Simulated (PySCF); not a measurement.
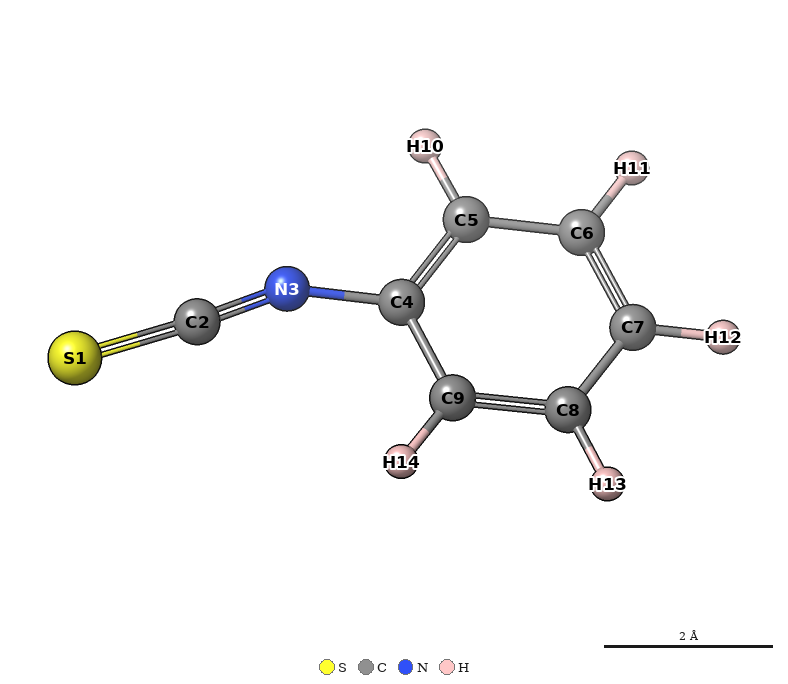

Orthographic view. Distant atoms are faded towards the background colour. Computed geometry: PBE0-D3(BJ)/def2-TZVP optimisation. No frequency run is at hand to confirm it as a minimum.

Write a MOL file (V2000) with the atoms in numerical order, bonds sorted by atom number with the orders drawn, and coordinates in the frame of the picture: x right, y up, z towards the viewer, origin at the mean position.

```
C7H5NS
                    3D

 14 14  0  0  0  0  0  0  0  0999 V2000
   -4.6000   -0.4700    0.7800 S   0  0  0  0  0  0  0  0  0  0  0  0
   -3.1400   -0.0400    0.3900 C   0  0  0  0  0  0  0  0  0  0  0  0
   -2.0700    0.3500    0.0600 N   0  0  0  0  0  0  0  0  0  0  0  0
   -0.7000    0.1900   -0.0200 C   0  0  0  0  0  0  0  0  0  0  0  0
    0.0700    1.1700   -0.6300 C   0  0  0  0  0  0  0  0  0  0  0  0
    1.4400    1.0200   -0.7100 C   0  0  0  0  0  0  0  0  0  0  0  0
    2.0500   -0.1100   -0.1800 C   0  0  0  0  0  0  0  0  0  0  0  0
    1.2800   -1.0900    0.4300 C   0  0  0  0  0  0  0  0  0  0  0  0
   -0.1000   -0.9500    0.5100 C   0  0  0  0  0  0  0  0  0  0  0  0
   -0.4300    2.0500   -1.0300 H   0  0  0  0  0  0  0  0  0  0  0  0
    2.0400    1.7900   -1.1800 H   0  0  0  0  0  0  0  0  0  0  0  0
    3.1200   -0.2300   -0.2400 H   0  0  0  0  0  0  0  0  0  0  0  0
    1.7500   -1.9700    0.8400 H   0  0  0  0  0  0  0  0  0  0  0  0
   -0.7100   -1.7100    0.9900 H   0  0  0  0  0  0  0  0  0  0  0  0
  1  2  2  0
  2  3  2  0
  3  4  1  0
  4  5  2  0
  4  9  1  0
  5  6  1  0
  5 10  1  0
  6  7  2  0
  6 11  1  0
  7  8  1  0
  7 12  1  0
  8  9  2  0
  8 13  1  0
  9 14  1  0
M  END
```
